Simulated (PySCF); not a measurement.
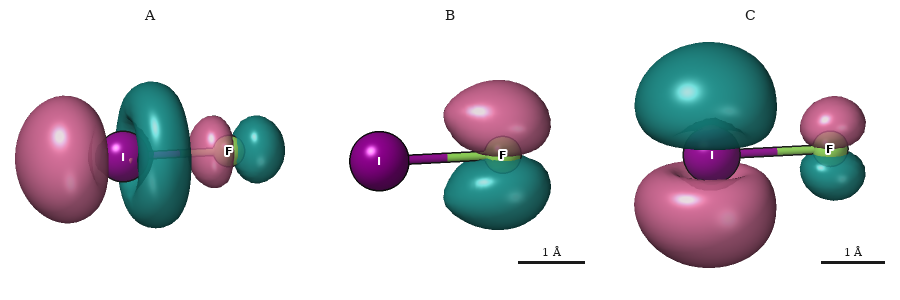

Figure 1: IF. Three frontier orbitals, each drawn at the value that holds 80 % of its norm (teal and pink are the two phases), in no order; of a degenerate pair one member is drawn.

The calculation used PBE0/x2c-SVPall, spin-free X2C-1e, Gaussian nucleus, at a bond length of 1.949 Å (PySCF 2.14.0).

Label each orbital by symmetry, say whether it is occupied, and order them by energy.

Answer. Orbital B: π, occupied, −11.92 eV; mainly on F (85 %).
Orbital C: π, occupied, −7.97 eV; mainly on I (90 %).
Orbital A: σ, empty, −3.47 eV; mainly on I (75 %).
